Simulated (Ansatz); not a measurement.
CH₇ClOSi₂: geometry relaxation (part 1 of 2)

System: CH₇ClOSi₂.
Method: RKS PBE-D4/def2-SVP (Ansatz 0.2.0).

The geometry: force-field start. Figures and captions count atoms from 1; the log counts them from 0 in places.

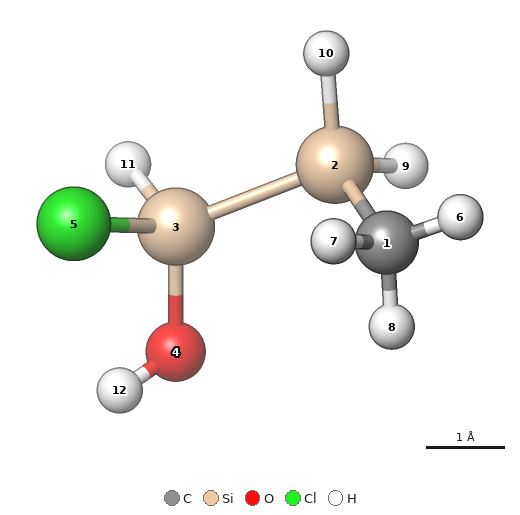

Figure 1. The input geometry (ball-and-stick view, seen at a tilt; atoms are numbered from 1 in the order of the input).

## Input
```yaml
crystal:
  periodic: [false, false, false]
  atoms:
    - {symbol: C, position_ang: [-1.421400, -0.772400, -0.849500]}
    - {symbol: Si, position_ang: [-0.199500, -1.064900, 0.434300]}
    - {symbol: Si, position_ang: [1.105000, 0.801200, 0.683400]}
    - {symbol: O, position_ang: [1.930800, 1.279700, -0.727400]}
    - {symbol: Cl, position_ang: [0.037300, 2.431100, 1.215300]}
    - {symbol: H, position_ang: [-2.115600, -1.583300, -1.008600]}
    - {symbol: H, position_ang: [-2.084400, 0.117400, -0.580800]}
    - {symbol: H, position_ang: [-0.969100, -0.476900, -1.832300]}
    - {symbol: H, position_ang: [0.623400, -2.227000, 0.080000]}
    - {symbol: H, position_ang: [-0.868000, -1.405600, 1.741200]}
    - {symbol: H, position_ang: [2.175400, 0.611700, 1.751100]}
    - {symbol: H, position_ang: [1.863200, 2.233800, -0.872800]}
basis:
  gaussian: {orbitals: def2-SVP}
hamiltonian: {xc: pbe, dispersion: d4}
relax: {f_tol: 0.03, max_steps: 200}
```

Hardware: 4 threads of Arm Neoverse V1, 23 GiB of memory available, shared host.

Launch command:
```bash
ansatz run in.yaml --threads 4 --pin off --events-out ev --progress --plain --max-ram 10444MiB
```

## The program's output
```
Functional definition: PBE
  name "PBE"
  cite "Perdew, Burke & Ernzerhof, Phys. Rev. Lett. 77, 3865 (1996) doi:10.1103/PhysRevLett.77.3865"
  parent pbe
  parameter kappa = 0.804
  parameter beta = 0.06672455060314922
  exchange = pbe_x(kappa = kappa, mu = beta*pi^2/3)
  correlation = pbe_c(beta = beta)
1294 factors; their error is unknown
mean field evaluation 1: about -31438.5944 eV, gradient 7.3e1 eV
mean field evaluation 2: about -31396.0887 eV, gradient 1.5e2 eV
mean field evaluation 4: about -31449.5772 eV, gradient 1.2e1 eV
mean field evaluation 8: about -31449.9077 eV, gradient 1.8e-1 eV
mean field evaluation 16: about -31449.8192 eV, gradient 2.4e-4 eV
mean field -31449.81923126 eV, -1155.7595392957 hartree, gradient 5.9e-5 eV, S^2 0.000000; 0 other end points of the search recorded, 0 dependent functions left out
the calculation of the forces begins
reference -31449.81926974 eV, -1155.7595407097 hartree; 33, 33 occupied and 84, 84 virtual orbitals, 1294 factors
relax step   1: F+E_penalty+E_count = -31450.12438584 eV  Δ(F+E_penalty+E_count) = +0.000e0 eV  max|allowed force component| = 2.222e0 eV/Å  Δτ_max = 0.0000 Å  (27 SCF iters, accepted)
these checks for a lower state are left out or cut short: starts, cluster_reference, orbital_swaps, neighbouring_geometries, increment
1294 factors; their error is unknown
mean field -31450.04268113 eV, -1155.7677509268 hartree, gradient 1.7e-5 eV, S^2 0.000000; 0 other end points of the search recorded, 0 dependent functions left out
the calculation of the forces begins
reference -31450.04271971 eV, -1155.7677523446 hartree; 33, 33 occupied and 84, 84 virtual orbitals, 1294 factors
relax step   2: F+E_penalty+E_count = -31450.34582477 eV  Δ(F+E_penalty+E_count) = -2.214e-1 eV  max|allowed force component| = 1.075e0 eV/Å  Δτ_max = 0.1946 Å  (35 SCF iters, accepted)
these checks for a lower state are left out or cut short: starts, cluster_reference, orbital_swaps, neighbouring_geometries, increment
1294 factors; their error is unknown
mean field evaluation 32: about -31450.1244 eV, gradient 8.2e-6 eV
mean field -31450.12441804 eV, -1155.7707547029 hartree, gradient 8.2e-6 eV, S^2 0.000000; 0 other end points of the search recorded, 0 dependent functions left out
the calculation of the forces begins
reference -31450.12445672 eV, -1155.7707561244 hartree; 33, 33 occupied and 84, 84 virtual orbitals, 1294 factors
relax step   3: F+E_penalty+E_count = -31450.42598104 eV  Δ(F+E_penalty+E_count) = -8.016e-2 eV  max|allowed force component| = 7.672e-1 eV/Å  Δτ_max = 0.1568 Å  (28 SCF iters, accepted)
these checks for a lower state are left out or cut short: starts, cluster_reference, orbital_swaps, neighbouring_geometries, increment
1294 factors; their error is unknown
mean field -31450.15344117 eV, -1155.7718212834 hartree, gradient 1.6e-5 eV, S^2 0.000000; 0 other end points of the search recorded, 0 dependent functions left out
the calculation of the forces begins
reference -31450.15347963 eV, -1155.7718226967 hartree; 33, 33 occupied and 84, 84 virtual orbitals, 1294 factors
relax step   4: F+E_penalty+E_count = -31450.45674871 eV  Δ(F+E_penalty+E_count) = -3.077e-2 eV  max|allowed force component| = 9.530e-1 eV/Å  Δτ_max = 0.2000 Å  (35 SCF iters, accepted)
these checks for a lower state are left out or cut short: starts, cluster_reference, orbital_swaps, neighbouring_geometries, increment
1294 factors; their error is unknown
mean field -31450.17727831 eV, -1155.7726972820 hartree, gradient 1.6e-5 eV, S^2 0.000000; 0 other end points of the search recorded, 0 dependent functions left out
the calculation of the forces begins
reference -31450.17731675 eV, -1155.7726986948 hartree; 33, 33 occupied and 84, 84 virtual orbitals, 1294 factors
relax step   5: F+E_penalty+E_count = -31450.48042948 eV  Δ(F+E_penalty+E_count) = -2.368e-2 eV  max|allowed force component| = 1.540e-1 eV/Å  Δτ_max = 0.0297 Å  (30 SCF iters, accepted)
these checks for a lower state are left out or cut short: starts, cluster_reference, orbital_swaps, neighbouring_geometries, increment
1294 factors; their error is unknown
mean field -31450.17863358 eV, -1155.7727470874 hartree, gradient 1.6e-5 eV, S^2 0.000000; 0 other end points of the search recorded, 0 dependent functions left out
the calculation of the forces begins
reference -31450.17867202 eV, -1155.7727484998 hartree; 33, 33 occupied and 84, 84 virtual orbitals, 1294 factors
relax step   6: F+E_penalty+E_count = -31450.48210590 eV  Δ(F+E_penalty+E_count) = -1.676e-3 eV  max|allowed force component| = 1.320e-1 eV/Å  Δτ_max = 0.0102 Å  (31 SCF iters, accepted)
these checks for a lower state are left out or cut short: starts, cluster_reference, orbital_swaps, neighbouring_geometries, increment
1294 factors; their error is unknown
mean field -31450.16947945 eV, -1155.7724106793 hartree, gradient 2.4e-5 eV, S^2 0.000000; 0 other end points of the search recorded, 0 dependent functions left out
the calculation of the forces begins
reference -31450.16951819 eV, -1155.7724121028 hartree; 33, 33 occupied and 84, 84 virtual orbitals, 1294 factors
relax step   7: F+E_penalty+E_count = -31450.47640969 eV  Δ(F+E_penalty+E_count) = +5.696e-3 eV  max|allowed force component| = 1.042e0 eV/Å  Δτ_max = 0.1857 Å  (28 SCF iters, rejected (line search))
these checks for a lower state are left out or cut short: starts, cluster_reference, orbital_swaps, neighbouring_geometries, increment
1294 factors; their error is unknown
mean field evaluation 64: about -31450.2778 eV, gradient 5.7e-2 eV
mean field -31450.18751807 eV, -1155.7730735863 hartree, gradient 2.2e-5 eV, S^2 0.000000; 0 other end points of the search recorded, 0 dependent functions left out
the calculation of the forces begins
reference -31450.18755653 eV, -1155.7730749997 hartree; 33, 33 occupied and 84, 84 virtual orbitals, 1294 factors
relax step   8: F+E_penalty+E_count = -31450.49118477 eV  Δ(F+E_penalty+E_count) = -9.079e-3 eV  max|allowed force component| = 6.343e-2 eV/Å  Δτ_max = 0.0929 Å  (29 SCF iters, accepted)
these checks for a lower state are left out or cut short: starts, cluster_reference, orbital_swaps, neighbouring_geometries, increment
1294 factors; their error is unknown
mean field -31450.18998913 eV, -1155.7731643962 hartree, gradient 1.9e-5 eV, S^2 0.000000; 0 other end points of the search recorded, 0 dependent functions left out
the calculation of the forces begins
reference -31450.19002755 eV, -1155.7731658081 hartree; 33, 33 occupied and 84, 84 virtual orbitals, 1294 factors
relax step   9: F+E_penalty+E_count = -31450.49629542 eV  Δ(F+E_penalty+E_count) = -5.111e-3 eV  max|allowed force component| = 4.405e-2 eV/Å  Δτ_max = 0.0991 Å  (29 SCF iters, accepted)
these checks for a lower state are left out or cut short: starts, cluster_reference, orbital_swaps, neighbouring_geometries, increment
1294 factors; their error is unknown
mean field -31450.19062549 eV, -1155.7731877821 hartree, gradient 1.6e-5 eV, S^2 0.000000; 0 other end points of the search recorded, 0 dependent functions left out
the calculation of the forces begins
reference -31450.19066391 eV, -1155.7731891938 hartree; 33, 33 occupied and 84, 84 virtual orbitals, 1294 factors
relax step  10: F+E_penalty+E_count = -31450.49656711 eV  Δ(F+E_penalty+E_count) = -2.717e-4 eV  max|allowed force component| = 4.368e-2 eV/Å  Δτ_max = 0.0359 Å  (30 SCF iters, accepted)
these checks for a lower state are left out or cut short: starts, cluster_reference, orbital_swaps, neighbouring_geometries, increment
1294 factors; their error is unknown
mean field -31450.19076883 eV, -1155.7731930495 hartree, gradient 1.6e-5 eV, S^2 0.000000; 0 other end points of the search recorded, 0 dependent functions left out
the calculation of the forces begins
reference -31450.19080728 eV, -1155.7731944625 hartree; 33, 33 occupied and 84, 84 virtual orbitals, 1294 factors
relax step  11: F+E_penalty+E_count = -31450.49687174 eV  Δ(F+E_penalty+E_count) = -3.046e-4 eV  max|allowed force component| = 8.885e-3 eV/Å  Δτ_max = 0.0108 Å  (30 SCF iters, accepted)
1294 factors; their error is unknown
mean field evaluation 96: about -31449.9279 eV, gradient 1.2e1 eV
```

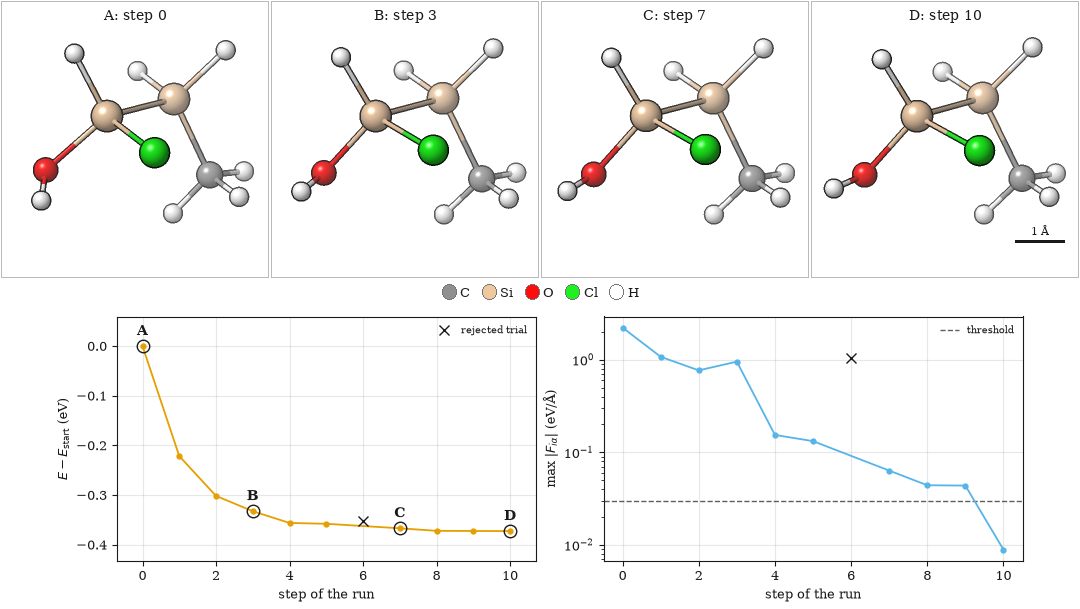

Figure 2. Frames of the relaxation (ball-and-stick view, seen at a tilt) above the curves, on which the letters mark them (the first geometry is step 0 here and step 1 in the log).

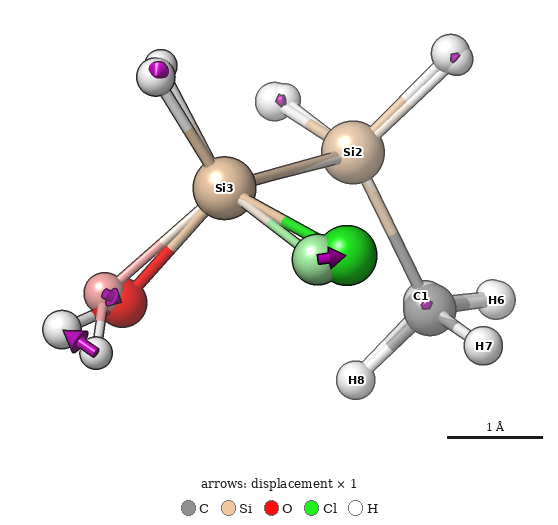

Figure 3. Start (faint) and end (solid) with the displacements as pink arrows, at true length (ball-and-stick view, seen at a tilt). The two geometries are laid on each other by the best rigid fit. H12 moves most after the best rigid fit: 0.47 Å. Largest moves by element: H 0.47 Å, Cl 0.31 Å, O 0.24 Å, C 0.10 Å, Si 0.06 Å. Among the contacts that change: C1–Si2 1.796 → 1.892 Å, Si3–Cl5 2.020 → 2.106 Å, Si2–Si3 2.290 → 2.342 Å, Si2–H9 1.467 → 1.507 Å. Among the angles that change: Si2–Si3–O4 114.5° → 105.5°, Si2–Si3–Cl5 112.6° → 105.9°, Si2–Si3–H11 112.0° → 118.6°. The energy falls by 0.372 eV in 10 geometry steps. Largest force component: 2.2 eV/Å at the start, 0.0089 eV/Å at the end. The line search rejected the trial step at point 6 (counted from 0) and went back. (Atoms are counted from 1 in the order of the input.)

```
mean field -31450.19076883 eV, -1155.7731930495 hartree, gradient 1.6e-5 eV, S^2 0.000000; 1 other end points of the search recorded, 0 dependent functions left out
the calculation of the forces begins
reference -31450.19080728 eV, -1155.7731944625 hartree; 33, 33 occupied and 84, 84 virtual orbitals, 1294 factors
Total energy: -31450.49691019 eV, -1155.7844435370 hartree
Atom 0 at    -1.485123    -0.702566    -0.870095 Å, force    -0.000644    -0.000377     0.001256 eV/Å
Atom 1 at    -0.170931    -1.092100     0.434350 Å, force     0.001062     0.000034     0.002938 eV/Å
Atom 2 at     1.109213     0.849714     0.711020 Å, force    -0.006230    -0.006866    -0.002959 eV/Å
Atom 3 at     1.720465     1.205399    -0.812643 Å, force     0.008885     0.001096     0.000567 eV/Å
Atom 4 at    -0.238900     2.348193     1.321880 Å, force    -0.006006     0.004964     0.003164 eV/Å
Atom 5 at    -2.166893    -1.561349    -1.029890 Å, force    -0.000629    -0.000744     0.000187 eV/Å
Atom 6 at    -2.082982     0.173270    -0.547715 Å, force     0.000100    -0.000735     0.001243 eV/Å
Atom 7 at    -0.995848    -0.450812    -1.832068 Å, force    -0.000339     0.000175    -0.000479 eV/Å
Atom 8 at     0.705956    -2.244711     0.015914 Å, force    -0.000846     0.000700    -0.001540 eV/Å
Atom 9 at    -0.794201    -1.436347     1.762415 Å, force     0.000162     0.000004    -0.000274 eV/Å
```
